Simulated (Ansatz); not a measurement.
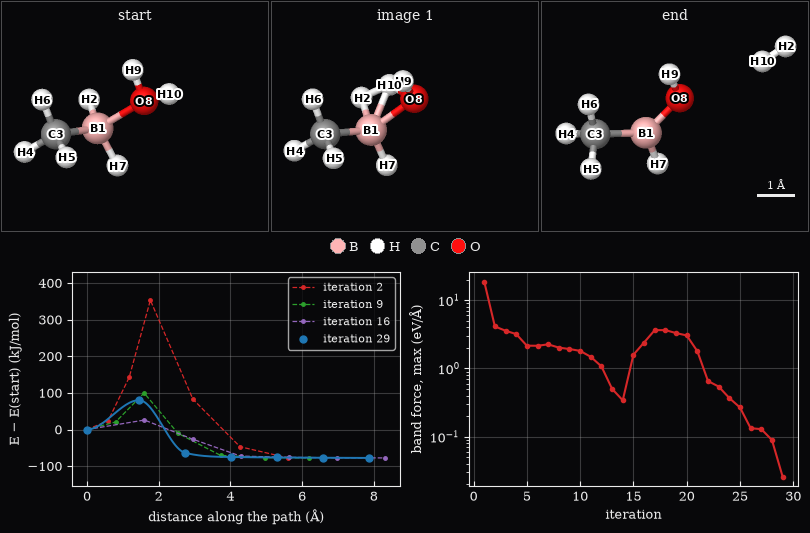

A nudged-elastic-band calculation for CH7BO. Images are numbered from 0 (start) to 6 (end). The plot follows the band through its iterations. A ball-and-stick model, seen from a free direction.

All numbers below come from RKS PBE0/def2-SVP in Ansatz. Run with 5 movable images; climbing image; force threshold 0.05 eV/Å; iteration limit 60; starting path through a guess of the saddle point.

**Judge this run.**

The result is final at these settings. The band converged in 29 iterations. The largest component of the band force went from 19 to 0.026 eV/Å. The climbing image converged on the top of the path. Its vibrational analysis gives one imaginary mode (1294i cm⁻¹), as a transition state must have. The first iteration put the highest image at 437.9 kJ/mol. Forward barrier 80.2 kJ/mol, backward barrier 157.7 kJ/mol, with image 1 at the top; the reaction energy is −77.5 kJ/mol.

The run took 4 min on 1 thread of Intel(R) Xeon(R) Platinum 8488C (Sapphire Rapids) (shared host), peak memory 0.15 GiB.
